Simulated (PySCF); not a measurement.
**CH10N2OSi2 (SMILES N[SiH](N)CO[SiH3]): density, localisation and related maps**

Input file:

```
{"job": {"kind": "nmr", "xc": "PBE0", "basis": "pcSseg-1"}, "charge": 0, "multiplicity": 1}
N     -2.273498     1.494996     0.534397
Si    -1.319693     0.206905    -0.104193
N     -1.375222    -1.031082     1.090297
C      0.493774     0.775547    -0.174626
O      1.267566    -0.352182    -0.535569
Si     2.660624    -0.882366     0.076830
H     -2.266586     2.383119     0.061426
H     -3.208795     1.281894     0.838872
H     -1.710310    -0.233396    -1.459513
H     -2.250701    -1.478959     1.304936
H     -0.634697    -1.713282     1.070676
H      0.829451     1.179062     0.782026
H      0.657818     1.551307    -0.927392
H      2.760694    -2.150111    -0.631653
H      3.781814     0.022660    -0.204285
H      2.580160    -1.045168     1.533843
```

Launched as:

```sh
OMP_NUM_THREADS=1 python probes_run.py task.json out
```

Geometry: GFN2-xTB.

These are results of PBE0/pcSseg-1, SCF density, gas phase, non-relativistic in PySCF, not measurements.

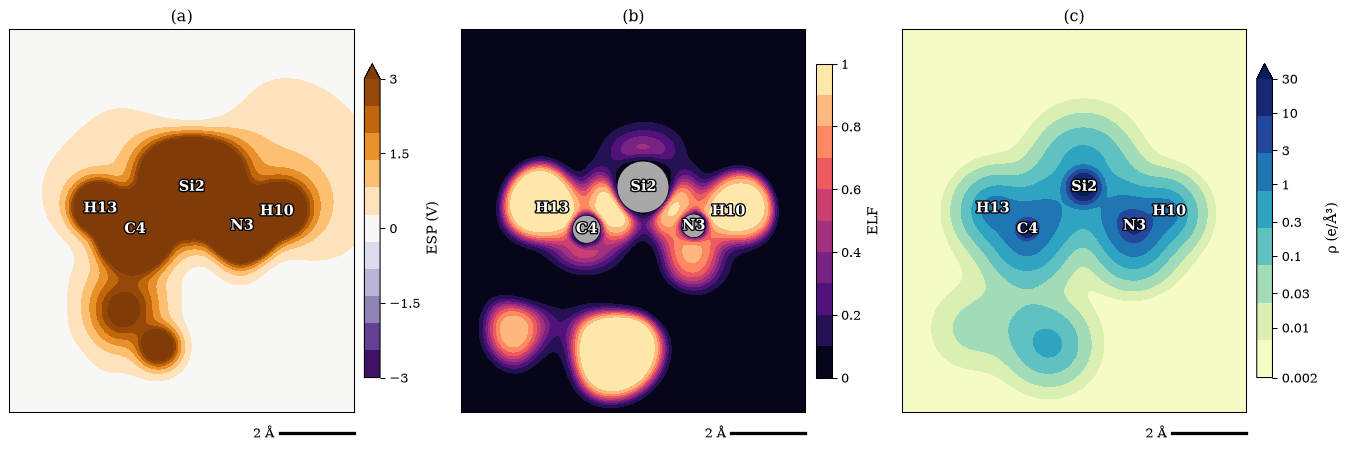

Figure 1. (a) molecular electrostatic potential; (b) electron localisation function; (c) electron density on the plane of atoms Si2, C4 and H13. Grey discs cover the atomic cores in the ELF map.

**Describe what can be read from this map.**

Atoms in the plane: Si, N, C and H. Si–N (1.72 Å): ρ is about 1.1 e/Å³ halfway; the ELF peaks at about 0.90 between the atoms, as expected for a shared but strongly polarised pair. C–Si (1.90 Å): ρ is about 0.96 e/Å³ halfway; the ELF peaks at about 1 between the atoms: a covalent bond. N–H (1.01 Å): ρ at the midpoint is about 2.8 e/Å³; the ELF climbs to about 1 towards the hydrogen, as it does in any bond to H (an ordinary covalent bond to hydrogen). C–H (1.09 Å): the density is about 2 e/Å³ at the midpoint; the ELF climbs to about 1 towards the hydrogen (a covalent bond by its length). The potential has no marked negative region in this plane.

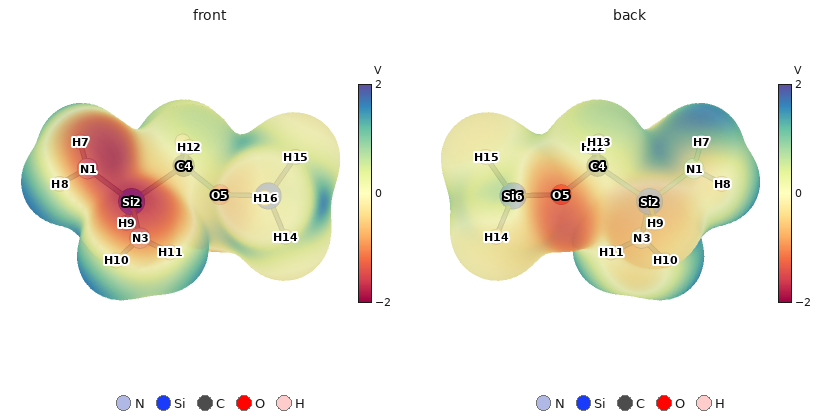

Figure 2. The electrostatic potential painted on the density surface at 0.002 e/bohr³, seen from the front and from behind; red is negative and blue positive.

**Which sites attract a positive test charge, and which a negative one?**

A positive charge is drawn to the negative regions and a negative charge to the positive ones. The most negative region (about −1.8 V) lies over N1 and N3, the most positive (about +1.6 V) over Si6, H7, H8 and H10.

**How polar is the molecule by this calculation?**

Its dipole moment is 1.41 D.
